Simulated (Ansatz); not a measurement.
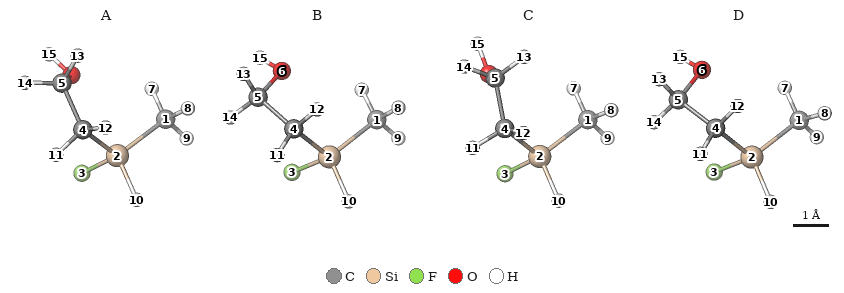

4 geometries from a converged minimum-energy path of C$_{3}$H$_{9}$FOSi, shuffled. A ball-and-stick model, seen from a free direction.

Method: RKS r2SCANh/6-31G (Ansatz). Set-up: 7 movable images; climbing image; force threshold 0.05 eV/Å; iteration limit 21; starting path through a guess of the saddle point.

> Which frame is the transition state?

A. In order along the path, whose images run from 0 to 8: D (image 0, 0.000 eV), B (image 1, +0.012 eV), A (image 5, +0.133 eV), C (image 7, +0.094 eV). The motion is a rotation about the C4–C5 bond by about 105°, with a turn of about 55° about Si2–C4. No bond forms or breaks between the ends. Among the angles between lasting bonds that change up to the highest image: F3–Si2–C4 105.5° → 110.6°, C4–Si2–H10 110.0° → 104.9°.

Cost: 10 min on 1 thread of Arm Neoverse V1, with other jobs on the host, peak memory 0.21 GiB.
